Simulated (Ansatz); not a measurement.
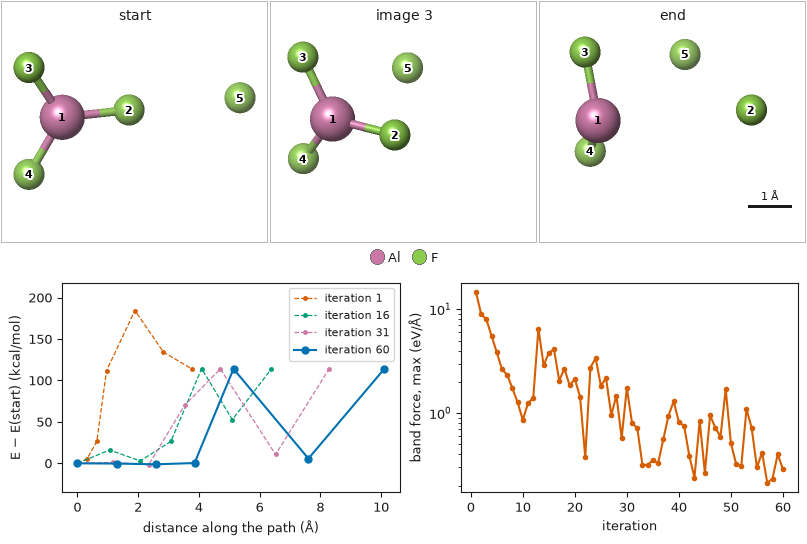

A nudged-elastic-band calculation for AlF4 (multiplicity 2), made up at the start of AlF$_{3}$ and F. Images are numbered from 0 (start) to 6 (end). The plot follows the band through its iterations. The picture is a ball-and-stick view, seen at a tilt.

The calculation used UHF/def2-SVP (Ansatz).

Input file:
```yaml
crystal:
  periodic: [false, false, false]
  atoms:
    - { symbol: Al, position_ang: [0.0, 0.000116, -0.143366] }
    - { symbol: F, position_ang: [0.0, 0.000814, 1.487144] }
    - { symbol: F, position_ang: [1.411841, -0.000248, -0.954893] }
    - { symbol: F, position_ang: [-1.411841, -0.000248, -0.954893] }
    - { symbol: F, position_ang: [0.0, -0.000434, 4.196008] }
magnetization:
  spin_polarized: true
  initial_magnetization: 1
basis:
  gaussian: { orbitals: def2-SVP }
hamiltonian:
  xc: hf
neb:
  order_check: false
  images: 5
  f_tol: 0.05
  max_iterations: 60
  final_atoms:
    - { symbol: Al, position_ang: [-0.02152232, 0.24673796, -0.51523647] }
    - { symbol: F, position_ang: [0.00111583, 1.92146841, 2.76612525] }
    - { symbol: F, position_ang: [1.37203969, -0.60932985, -0.29274904] }
    - { symbol: F, position_ang: [-1.43074945, -0.60931472, -0.57095243] }
    - { symbol: F, position_ang: [0.07911625, -0.94956179, 2.24281268] }
  initial_path:
    images:
      - { positions_ang: [[0.0, 0.000116, -0.143366], [0.0, 0.000814, 1.487144], [1.411841, -0.000248, -0.954893], [-1.411841, -0.000248, -0.954893], [0.0, -0.000434, 4.196008]] }
      - { positions_ang: [[0.0, 6.932e-05, -0.09557733], [0.0, 0.00055607, 1.638096], [1.42906067, -0.00018267, -0.918262], [-1.42906067, -0.00018267, -0.918262], [0.0, -0.00026004, 3.92400533]] }
      - { positions_ang: [[0.0, 2.264e-05, -0.04778867], [0.0, 0.00029813, 1.789048], [1.44628033, -0.00011735, -0.881631], [-1.44628033, -0.00011735, -0.881631], [0.0, -8.608e-05, 3.65200267]] }
      - { positions_ang: [[0.0, -2.404e-05, 0.0], [0.0, 4.02e-05, 1.94], [1.4635, -5.202e-05, -0.845], [-1.4635, -5.202e-05, -0.845], [0.0, 8.789e-05, 3.38]] }
      - { positions_ang: [[-0.00717411, 0.08222996, -0.17174549], [0.00037194, 0.64051627, 2.21537508], [1.43301323, -0.20314463, -0.66091635], [-1.45258315, -0.20313959, -0.75365081], [0.02637208, -0.31646201, 3.00093756]] }
      - { positions_ang: [[-0.01434822, 0.16448396, -0.34349098], [0.00074389, 1.28099234, 2.49075017], [1.40252646, -0.40623724, -0.47683269], [-1.4416663, -0.40622716, -0.66230162], [0.05274417, -0.6330119, 2.62187512]] }
      - { positions_ang: [[-0.02152232, 0.24673796, -0.51523647], [0.00111583, 1.92146841, 2.76612525], [1.37203969, -0.60932985, -0.29274904], [-1.43074945, -0.60931472, -0.57095243], [0.07911625, -0.94956179, 2.24281268]] }
```

Command:
```bash
ansatz run input.yaml --threads 1 --pin off --max-ram 2048MiB --backend cpu --events-out ev --progress --plain --runs-dir out
```

Judge this run.

Answer. The result isn't final. The band hadn't converged when the run stopped after 60 iterations. The largest component of the band force went from 15 to 0.29 eV/Å. The first iteration put the highest image at 184.5 kcal/mol. Relative to the start the highest point is image 6 at +114.0 kcal/mol and the end lies at +114.0 kcal/mol, but the profile dips to +5.7 kcal/mol at image 5 on the way, so there may be an intermediate minimum, or an end is no minimum.

Limits of the set-up: the start holds two separate molecules, 2.7 Å apart at their closest, whose relative position is a soft coordinate and is computed without a dispersion correction; Hartree-Fock leaves out electron correlation.

Cost: 10 min on 1 thread of Intel(R) Xeon(R) Platinum 8488C (Sapphire Rapids), with other jobs on the host, peak memory 0.18 GiB.
